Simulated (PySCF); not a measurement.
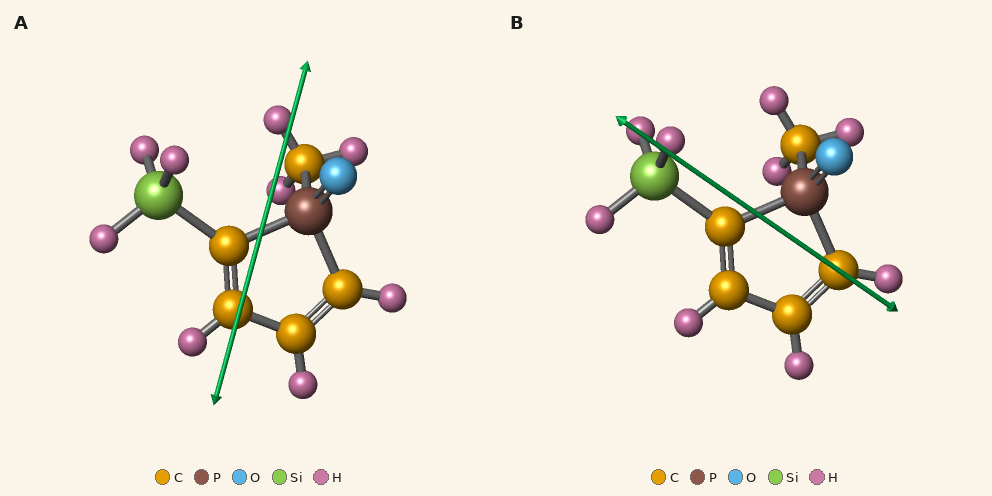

The double arrows show the directions of two transition dipoles from the ground state (lengths mean nothing). Computed geometry: GFN2-xTB optimisation. No frequency run is at hand to confirm it as a minimum. Method: TDDFT CAM-B3LYP/def2-SVPD, vertical, gas phase, core orbitals frozen in the response (PySCF 2.14.0).

> One belongs to singlet state 3 and one to singlet state 5. Which is which?

A: state 5, 6.82 eV (182 nm), oscillator strength 0.049, of mixed character, with the largest part HOMO−3 → LUMO (weight 0.36).
B: state 3, 4.83 eV (257 nm), oscillator strength 0.029, mainly HOMO−2 → LUMO (weight 0.72).

The geometry is semi-empirical. Around P, Si such bond lengths and angles can be off by a tenth of an ångström or more and by several degrees, and values that hang on the shape move with them.
